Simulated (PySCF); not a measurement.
```xyz
16

Al    0.9519    1.4697    1.1913
Cl    3.0552    1.4444    1.2453
Cl    0.0812    3.3809    1.0605
C    -0.0928   -0.1728    1.2828
C    -0.4487   -0.7396   -0.1026
C     0.8044   -1.0275   -0.9217
C    -1.3943    0.1849   -0.8599
H    -1.0107    0.0177    1.8658
H     0.4993   -0.9089    1.8545
H    -0.9740   -1.7004    0.0521
H     1.3591   -0.0955   -1.1434
H     0.5591   -1.4914   -1.8895
H     1.4970   -1.6957   -0.3877
H    -0.9234    1.1647   -1.0594
H    -2.3153    0.3794   -0.2892
H    -1.6823   -0.2437   -1.8324
```

Geometry: PBE0-D3(BJ)/def2-SVP.

Level of theory: wB97X-D/def2-SVPD, SCF density, gas phase (PySCF 2.14.0).

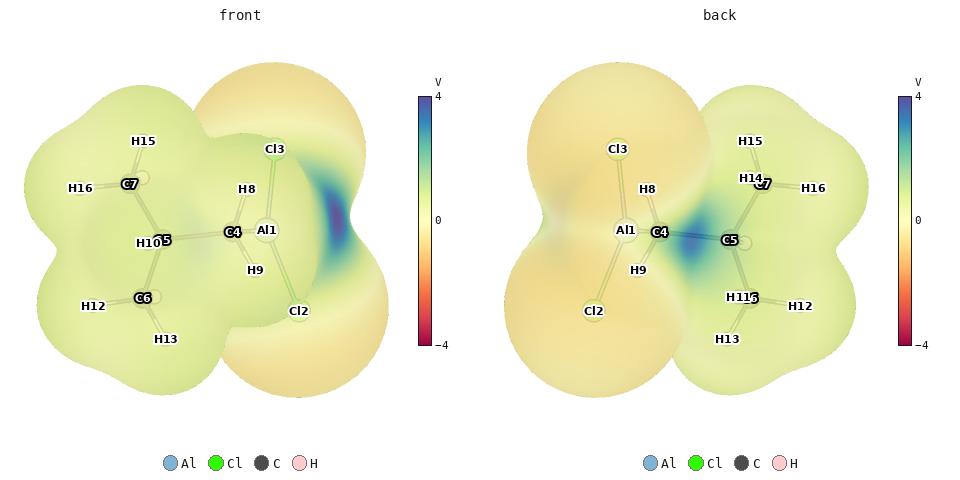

C$_{4}$H$_{9}$AlCl$_{2}$ (AlCl2(iBu)). The molecular electrostatic potential painted on the density surface at 0.002 e/bohr³, seen from the front and from behind; red is negative and blue positive.

Q: Which sites attract a positive test charge, and which a negative one?

A: A positive charge is drawn to the negative regions and a negative charge to the positive ones. The most negative region (about −0.7 V) lies over Cl2 and Cl3, the most positive (about +3.6 V) over Al1.

Q: What dipole moment does the calculation give?

A: Its dipole moment is 2.86 D.
